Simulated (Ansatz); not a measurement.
ClH3O3Zr

```yaml
atoms:
  - { symbol: Zr, position_ang: [-0.1130, -0.1599, 0.1324] }
  - { symbol: Cl, position_ang: [0.0844, 0.2283, 2.5136] }
  - { symbol: O, position_ang: [1.6432, -0.2955, -0.6232] }
  - { symbol: H, position_ang: [2.4962, -0.3664, -1.0107] }
  - { symbol: O, position_ang: [-1.0572, 1.3074, -0.6607] }
  - { symbol: H, position_ang: [-1.5198, 2.0174, -1.0665] }
  - { symbol: O, position_ang: [-1.0774, -1.7913, -0.1539] }
  - { symbol: H, position_ang: [-1.5485, -2.5885, -0.3135] }
```

Core potentials replace the inner electrons of Zr.

These are results of RHF/def2-SVP in Ansatz 0.2.0, not measurements.

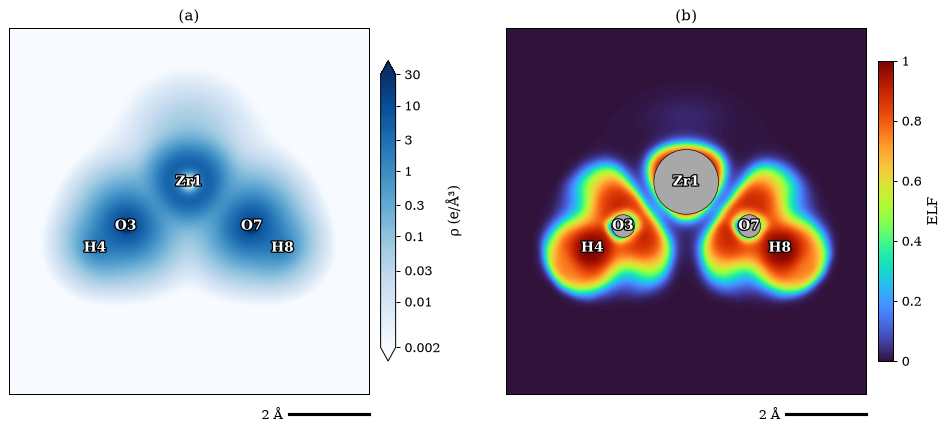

Figure 1. (a) electron density; (b) electron localisation function on the plane of atoms O3, Zr1 and O7. Grey discs cover the atomic cores in the ELF map.

Q: What does the map show?

A: The section cuts through Zr, O and H sites. Zr–O (1.92 Å): ρ is about 0.85 e/Å³ halfway; the ELF peaks at about 0.80 in the valence shell of O, 0.5 Å from its nucleus, and drops to about 0.20 between the two atoms. O–H (0.94 Å): the density is about 3.8 e/Å³ at the midpoint; the ELF climbs to about 1 towards the hydrogen, as it does in any bond to H (a covalent bond by its length).

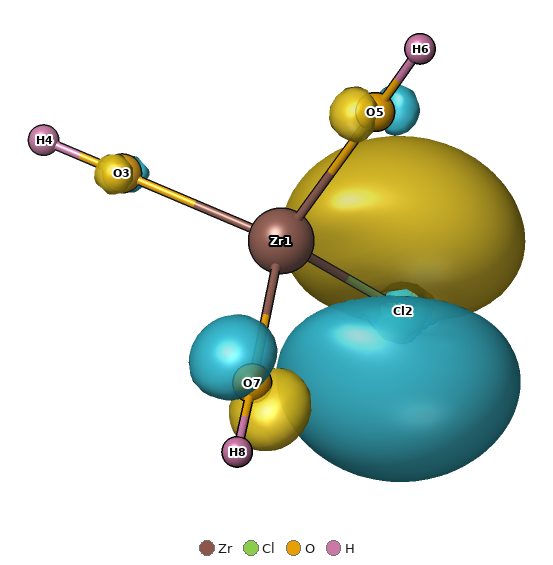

Figure 2. The HOMO at ±0.1 Å⁻³ᐟ² (yellow and cyan are the two phases), seen at a tilt.

Q: What is the character of this orbital?

A: It lies mainly on Cl2 (about 90 %); largely a lone pair of Cl2. It is one of a degenerate set, so its orientation is arbitrary. Its energy is −11.76 eV.
